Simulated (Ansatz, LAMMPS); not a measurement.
# Forces and charges in (Rb,Cs)F at 840 K with crystalline order left by the classical run (72 atoms), part 2 of 2

Wanted: forces, charges and levels of (Rb,Cs)F at 840 K with crystalline order left by the classical run (72 atoms).

Ansatz 0.2.0; Kohn-Sham DFT, PBEsol, PAW (set soft_2), plane waves.

The cell: 18 Rb, 18 Cs and 36 F. The network of bonds at the start is that of the classical potential that made the cell. The ion parameters were fitted for water, not for melts. Sampling is at Γ alone, for a cell whose shortest periodic width is 13 Å. Spin–orbit coupling is left out.

So far. Step 3 (Plane-wave single point): About 33 of the 576 electrons lie in deeper levels, below the stored range.

### 3. Plane-wave single point (continued)

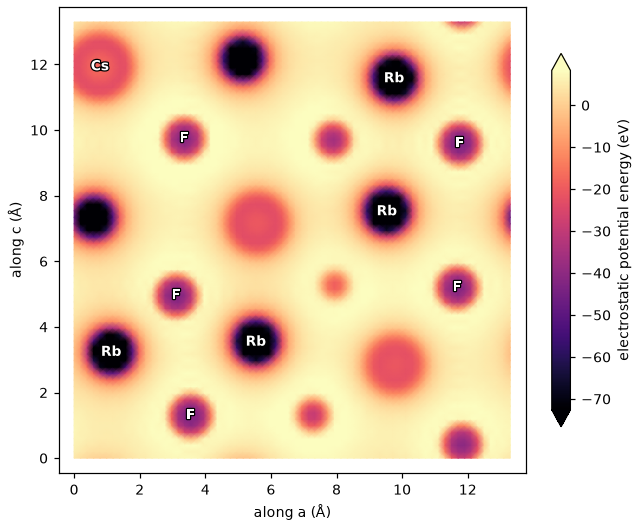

Electrostatic potential energy in the ac plane at fractional y = 0.526, with atoms of Rb and Cs and F within 0.2 Å of it. With pseudopotentials it is smooth inside the atoms' cores, unlike the true potential. The map starts off the cell's origin, so that atoms lie inside it.

Mean intrinsic-atomic-orbital charges: Cs +0.91, F -0.88, Rb +0.86 e. The largest share in the top eV of filled states is F p (97 % of the projected weight), and in the lowest eV of empty states Rb s (54 % of the projected weight).

### 4. Local order

These statistics describe the geometry on which the runs were made.

Density 3.26 g/cm³, 32.64 Å³ an atom.

g(r), total and by pair (bins of 0.2 Å):

| r (Å) | total | F-F | F-Cs | F-Rb | Cs-Cs | Cs-Rb | Rb-Rb |
| --- | --- | --- | --- | --- | --- | --- | --- |
| 2.50 | 0.11 | 0.00 | 0.43 | 0.00 | 0.00 | 0.00 | 0.00 |
| 2.70 | 1.57 | 0.00 | 1.98 | 4.30 | 0.00 | 0.00 | 0.00 |
| 2.90 | 1.77 | 0.00 | 3.81 | 3.27 | 0.00 | 0.00 | 0.00 |
| 3.10 | 1.62 | 0.00 | 3.46 | 3.04 | 0.00 | 0.00 | 0.00 |
| 3.30 | 1.22 | 0.00 | 2.65 | 2.10 | 0.00 | 0.00 | 0.51 |
| 3.50 | 0.63 | 0.24 | 1.08 | 1.19 | 0.00 | 0.00 | 0.00 |
| 3.70 | 0.55 | 0.62 | 0.84 | 0.42 | 0.42 | 0.21 | 0.41 |
| 3.90 | 0.92 | 1.03 | 0.47 | 0.76 | 0.77 | 1.13 | 2.67 |
| 4.10 | 1.20 | 2.32 | 0.17 | 0.18 | 1.69 | 2.19 | 2.44 |
| 4.30 | 1.71 | 3.03 | 0.40 | 0.24 | 3.39 | 3.27 | 2.77 |
| 4.50 | 1.54 | 2.63 | 0.21 | 0.29 | 3.38 | 2.71 | 3.18 |
| 4.70 | 1.17 | 2.03 | 0.26 | 0.39 | 2.33 | 2.09 | 1.57 |
| 4.90 | 0.93 | 1.44 | 0.60 | 0.66 | 0.95 | 1.22 | 0.73 |
| 5.10 | 0.83 | 0.94 | 0.61 | 1.00 | 0.44 | 0.89 | 0.91 |
| 5.30 | 0.88 | 0.61 | 0.97 | 1.29 | 0.83 | 0.72 | 0.40 |
| 5.50 | 0.82 | 0.38 | 1.23 | 1.00 | 0.38 | 0.97 | 0.39 |
| 5.70 | 0.74 | 0.53 | 1.06 | 1.02 | 0.18 | 0.45 | 0.36 |
| 5.90 | 0.74 | 0.66 | 0.71 | 0.87 | 0.82 | 0.58 | 0.84 |
| 6.10 | 0.69 | 0.50 | 0.77 | 0.66 | 1.25 | 0.85 | 0.31 |
| 6.30 | 0.61 | 0.59 | 0.51 | 0.84 | 0.29 | 0.57 | 0.58 |
| 6.50 | 0.89 | 0.58 | 1.31 | 1.30 | 0.14 | 0.34 | 0.68 |

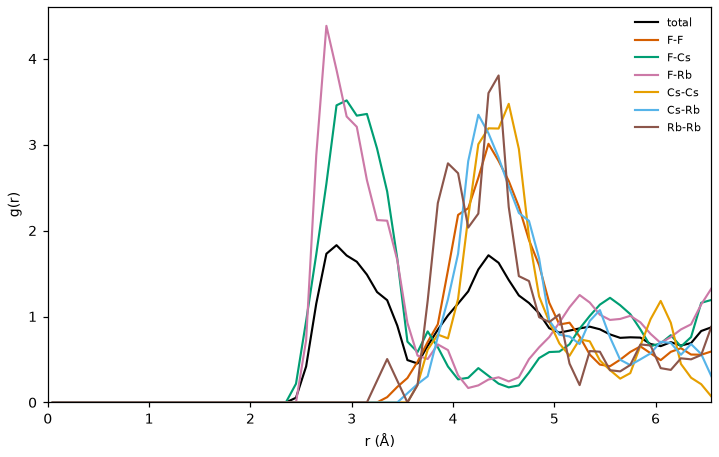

Pair distribution functions, lightly smoothed.

A closer look about Cs22, which bears the longest force: 14 atoms, nearest first, numbered in the order of the input, with positions taken from that point.

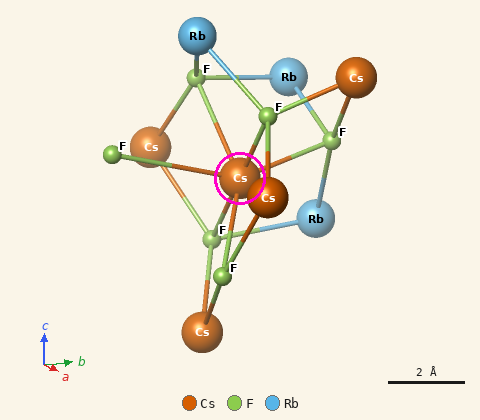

The atoms of the table, within 4.5 Å (arrows a, b, c point along x, y, z); some may hide others; the central atom is ringed.

| atom | x | y | z | distance (Å) | intrinsic-atomic-orbital charge (e) | Fx | Fy | Fz (eV/Å) |
| --- | --- | --- | --- | --- | --- | --- | --- | --- |
| Cs22 | 0.00 | 0.00 | 0.00 | 0.00 | 0.91 | -0.67 | -0.23 | -0.60 |
| F62 | 1.67 | 0.08 | 2.01 | 2.61 | -0.91 | 0.30 | -0.61 | 0.49 |
| F68 | -0.18 | 2.69 | 0.80 | 2.82 | -0.88 | -0.09 | 0.27 | 0.08 |
| F50 | -2.37 | 0.22 | -2.15 | 3.21 | -0.88 | 0.08 | -0.07 | 0.27 |
| F42 | 2.07 | -1.32 | -2.15 | 3.27 | -0.89 | 0.20 | 0.37 | 0.45 |
| F65 | -2.57 | -0.23 | 2.22 | 3.40 | -0.88 | 0.00 | 0.16 | 0.41 |
| F72 | -0.14 | -3.62 | 0.85 | 3.72 | -0.88 | 0.21 | -0.19 | 0.10 |
| Cs21 | 3.81 | -0.79 | 0.30 | 3.90 | 0.90 | 0.30 | -0.23 | -0.11 |
| Rb1 | -0.19 | -1.21 | 3.89 | 4.08 | 0.88 | -0.19 | -0.22 | 0.13 |
| Rb15 | -2.14 | 3.10 | -1.73 | 4.14 | 0.86 | -0.02 | -0.42 | -0.13 |
| Rb8 | -2.74 | 2.49 | 2.03 | 4.22 | 0.87 | 0.19 | 0.12 | 0.00 |
| Cs28 | -0.26 | -0.89 | -4.17 | 4.27 | 0.91 | 0.17 | -0.15 | -0.03 |
| Cs32 | 2.02 | 2.45 | 2.98 | 4.35 | 0.91 | 0.01 | 0.53 | 0.01 |
| Cs23 | -4.40 | -0.74 | -0.01 | 4.46 | 0.91 | 0.08 | -0.08 | -0.48 |

### 5. Summary of results

```
free energy per atom                             : -2601.9992 eV/atom
pressure                                         : -2.12 GPa
r.m.s. force component                           : 0.2611 eV/Å
gap (highest filled to lowest empty level) : 3.371 eV
wall time of the 1 DFT run                       : 15 s
```

What this shows: Filled and empty levels are parted by 3.37 eV (at Γ alone); a semilocal functional tends to put such gaps too low. In a disordered cell it changes from sample to sample, and tail or defect levels can set it.

What to keep in mind: The force components of 0.26 eV/Å r.m.s. hold both thermal displacement and the mismatch between the potential that made the cell and DFT. The pressure of -2.1 GPa is that of one thermal frame, in which the classical model's bond lengths enter as well as the volume, without the kinetic term.

[Logs are printed without paths, hosts, clocks, repeated set-up lines and the standing remarks that a program may print on its own settings, such as how far it seeks lower states.]

[Hosts, paths, dates, database ids (printed as entryN), source tags and the programs' standing remarks are cut or masked in the printed files.]
